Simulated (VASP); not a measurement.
Band structure of AlN (space group P6_3mc). Computed with PBE GGA, VASP's PBE PAW potentials (set 64) (plane waves; VASP).

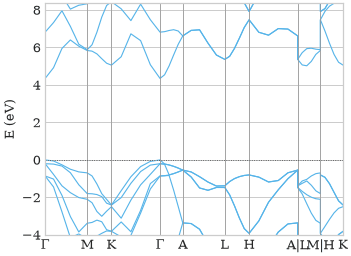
Fig. 1. Bands along high-symmetry lines, zero at the valence-band maximum or, without a gap, the Fermi level

Q: Read the plot: is there a gap, and where are the band edges?

A: The gap is direct, 4.35 eV, from the valence maximum at Γ to the conduction minimum at Γ.

The structure comes from a computed database's AlN entry; how it stands against other phases isn't given here. The cell was not relaxed at this level.
